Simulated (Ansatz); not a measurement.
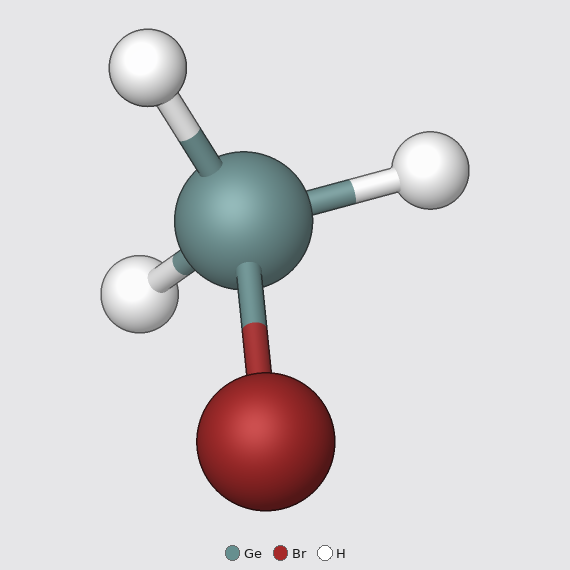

The geometry was computed by an optimisation with PBE0-D4/def2-TZVP.

> Count the atoms of each element.

BrGeH3, 5 atoms: 1 bromine, 1 germanium and 3 hydrogen.

> How many bonds of each kind are drawn?

3 Ge–H, 1 Br–Ge. Sticks follow a distance rule.

More results for the same structure follow; atom numbers are the same in all pictures, views and colours differ.

### Shape

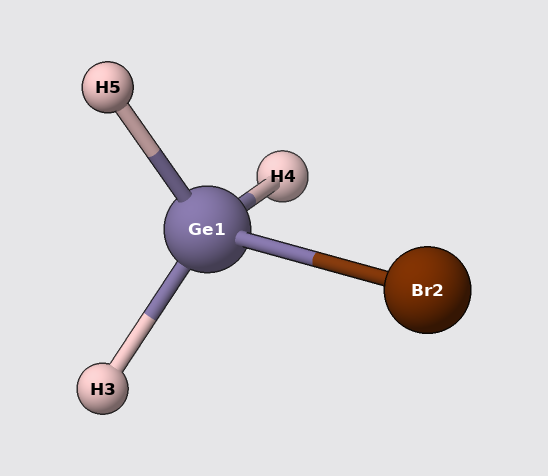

Numbered structure.

> How are the neighbours of atom 1 arranged?

Ge1 has 4 neighbours (Br2 at 2.31, H3 at 1.53, H4 at 1.53, H5 at 1.53 Å); the arrangement is tetrahedral.

### Vibrations

Harmonic vibrations computed with RKS PBE0-D4/def2-TZVP (Ansatz 0.2.0) at a stationary point of the same level.

> How many vibrational modes are there, and where do they lie?

9 modes: 309, 572, 572, 833, 870, 870, 2177, 2189, 2189 cm⁻¹.

### Dipole moment

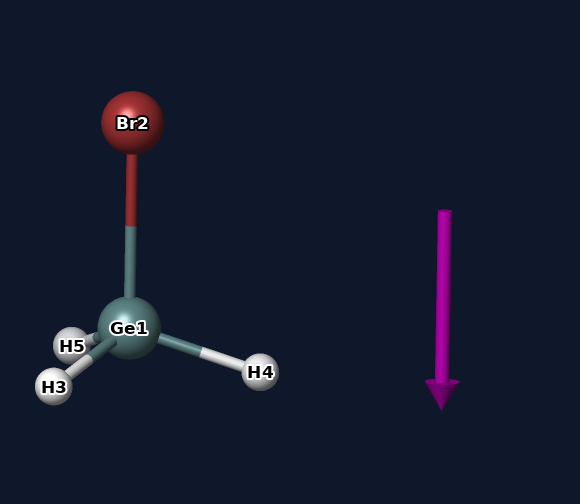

The arrow beside the molecule shows the direction of the dipole moment, from the negative to the positive end (its length means nothing). Properties computed with RKS PBE0-D4/def2-TZVP (Ansatz 0.2.0).

> How large is the dipole moment?

1.90 D; it points from the side of Br2 to the side of H3, H4, H5 (the outermost atoms at the two ends).

### Thermal motion

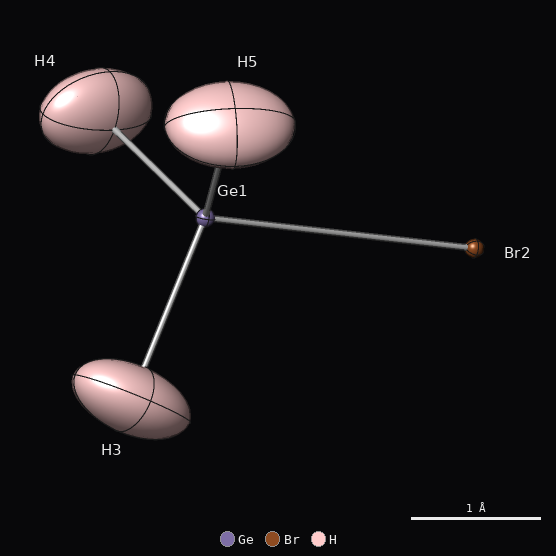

Displacement ellipsoids at the 50 % level, enlarged 2 times, from the internal vibrations of the free molecule (harmonic, no overall translation or rotation; no half-axis is drawn under 0.075 Å). Vibrations computed with RKS PBE0-D4/def2-TZVP (Ansatz 0.2.0). Temperature: 298 K.

> Which atom has the largest mean-square displacement?

H3, H4, H5, with U_eq = 0.0163 Å².

> Does H3 move more along its bond or across it?

Across it: the root-mean-square amplitude is 0.087 Å along the bond and up to 0.166 Å across, since bending and torsion are softer than stretching.

Give the displacement parameters, one line for each set of equivalent atoms.

```json
{"atom": "Ge1", "U_eq (Å²)": "0.00022", "rms amplitudes (Å)": "0.005, 0.005, 0.025"}
{"atom": "Br2", "U_eq (Å²)": "0.00018", "rms amplitudes (Å)": "0.002, 0.002, 0.023"}
{"atom": "H3, H4, H5", "U_eq (Å²)": "0.0163", "rms amplitudes (Å)": "0.087, 0.117, 0.166"}
```
